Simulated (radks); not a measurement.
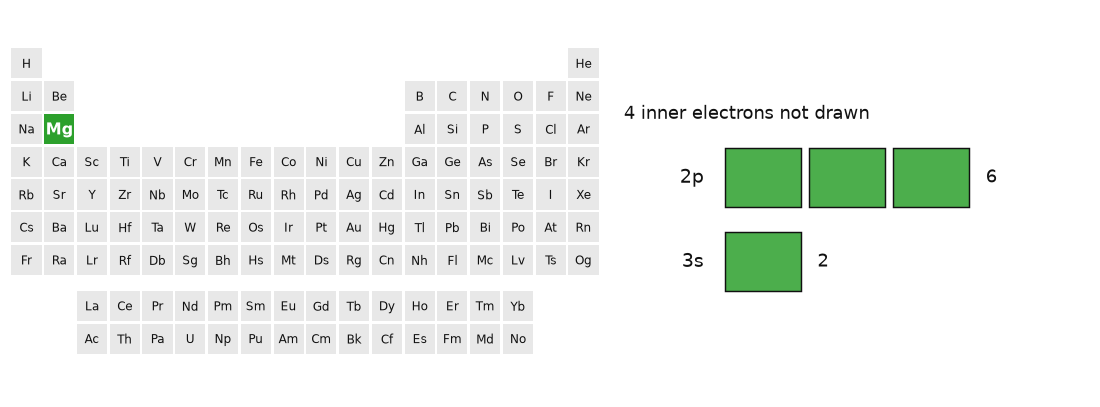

Fig. 1: Left, the place of magnesium in the periodic table; right, the outer shells as the input fills them: a box for each of the 2l + 1 orbitals, shaded by the share of the shell that is filled, with the electron count at the right.

Atomic calculation for Mg

System: Mg, configuration [He] 2s1 2s1 2p6 3s2.
Method: scalar-relativistic Kohn-Sham, SCAN, spin-polarised, spherical densities, finite nucleus (radks).

The input:
```
Z 12
configuration [He] 2s1 2s1 2p6 3s2
relativity scalar-relativistic
functional scan,scan
spin polarised
nucleus finite rms 3.057 fm
c 137.035999084
```

Energies in input and log are in hartree, lengths in bohr (the nuclear radius in fm).

Log:
```
1s      1   1.0000         -46.63035655
3s      1   1.0000          -0.17738001
1s      2   1.0000         -46.63035799
2s      2   1.0000          -3.05363857
2p      2   3.0000          -1.76957591
3s      2   1.0000          -0.17737971
Etot -199.58728212828652
Ekin 187.17829529779112
Encl -451.25002082306594
Eh 79.25762742361931
Exc -14.773184026631018
err 1.6741525819861807
it 157
```

What the run reported:

- outcome: not converged
- total energy: −199.587282 hartree
- kinetic energy: 187.178295 hartree
- electron–nucleus energy: −451.250021 hartree
- Hartree energy: 79.257627 hartree
- exchange–correlation energy: −14.773184 hartree
- SCF iterations: 157
- hardware: 1 CPU thread, shared host
- wall time: 1.7 s

Diagnosis:

The run did not meet its convergence test in 157 iterations, so its last values are not results.
